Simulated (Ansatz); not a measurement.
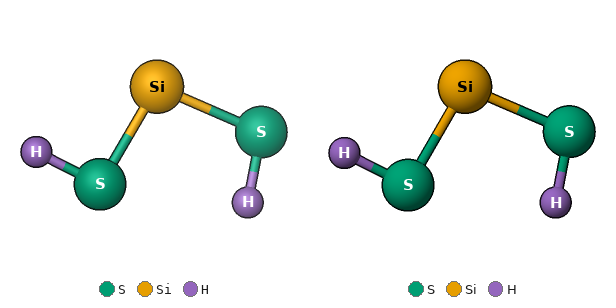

Two views of one molecule.

What does the picture show?

The molecule is H2S2Si. Its SMILES string is `S[Si]S`. This geometry has Cs symmetry. All atoms lie on one plane. Coordination: 2 S bent; 1 Si bent.

The parts below concern this one geometry. Atoms keep their numbers from picture to picture. The computed structure is the end point of a PBE0-D4/def2-TZVP optimisation.

**Levels of theory compared**

Program: Ansatz 0.2.0.

At this fixed geometry, give HOMO energy (eV) at these levels: B97M-V/def2-TZVPP; BHLYP-D4/def2-TZVPP; BLYP-D4/def2-TZVPP; CAM-B3LYP-D4/def2-TZVPP; PBE0-D4/def2-SVP; PBE0-D4/def2-TZVPP; ωB97X-V/def2-TZVPP.

| level | HOMO energy (eV) |
| --- | --- |
| B97M-V/def2-TZVPP | −6.31 |
| BHLYP-D4/def2-TZVPP | −8.02 |
| BLYP-D4/def2-TZVPP | −5.91 |
| CAM-B3LYP-D4/def2-TZVPP | −8.34 |
| PBE0-D4/def2-SVP | −7.06 |
| PBE0-D4/def2-TZVPP | −7.10 |
| ωB97X-V/def2-TZVPP | −9.30 |

**Dipole moment**

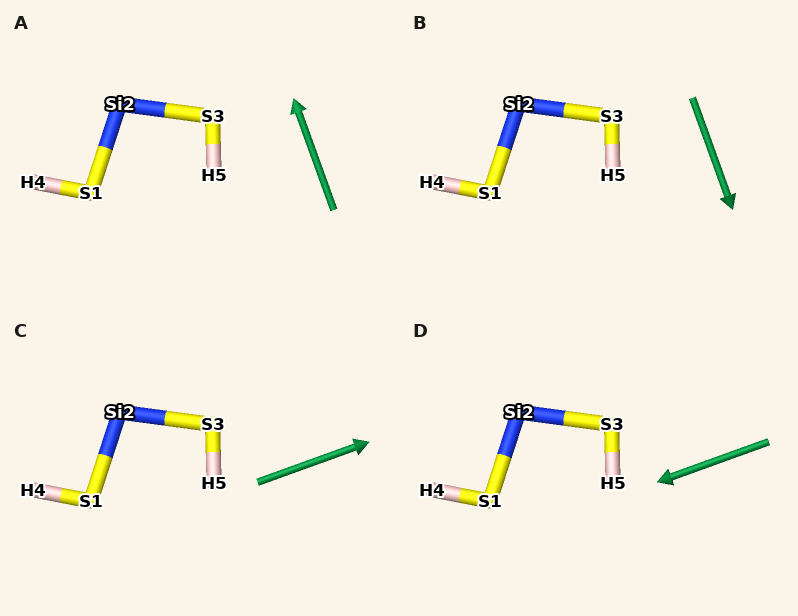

The same molecule four times, each with an arrow. Properties computed with RKS ωB97M-V/def2-TZVPP (Ansatz 0.2.0).

Which arrow points along the dipole moment, from the negative to the positive end?

Answer. D. The dipole moment is 1.04 D; it points from the side of S3 to the side of H4 (the outermost atoms at the two ends).

**Charges**

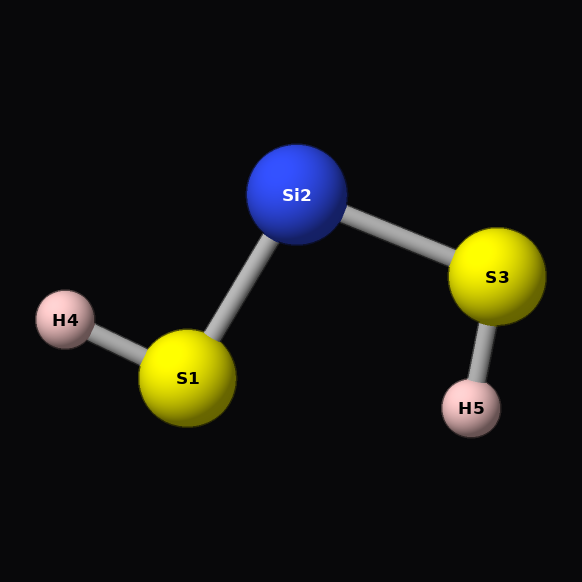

The questions are on Mulliken charges. Method: RKS ωB97M-V/def2-TZVPP (Ansatz 0.2.0).

Which atom carries the highest charge (most positive or least negative)?

Answer. Si2 (0.21 e).

And the lowest?

Answer. S3 (−0.23 e).

Give the Mulliken charges atom by atom.

| atom | value (e) |
| --- | --- |
| S1 | −0.22 |
| Si2 | 0.21 |
| S3 | −0.23 |
| H4 | 0.12 |
| H5 | 0.12 |

**Thermal motion**

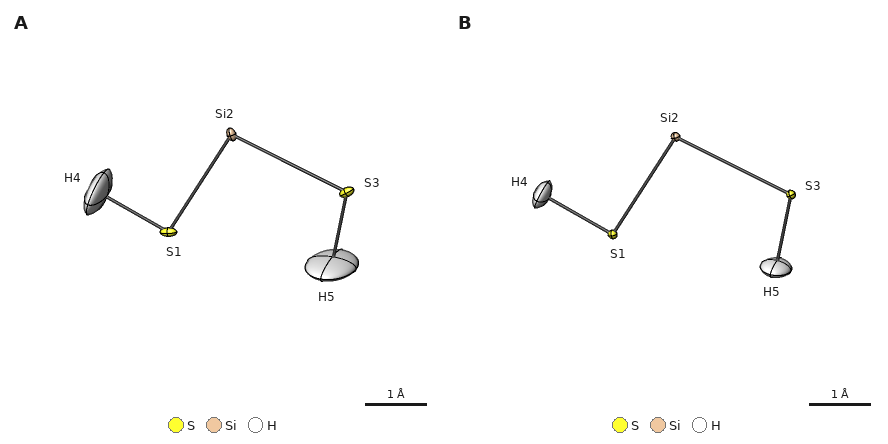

Displacement ellipsoids at the 50 % level, from the internal vibrations of the free molecule (harmonic, no overall translation or rotation; no half-axis is drawn under 0.075 Å). Vibrations computed with RKS PBE0-D4/def2-TZVP (Ansatz 0.2.0). One panel is for 100 K, the other for 900 K.

Which panel is for 900 K?

Answer. A.

How much does the mean-square displacement of H5 grow, and why?

Answer. U_eq goes from 0.0273 to 0.0884 Å², a factor of 3.2. Modes below kT (626 cm⁻¹ at 900 K) grow about in proportion to T, and the lowest lies at 181 cm⁻¹; the mean-square amplitude of a mode is its zero-point value times coth(ħω/2kT), which comes close to 1 only above about 3kT.

Mulliken values depend strongly on the basis set and can even reverse the polarity of a bond.
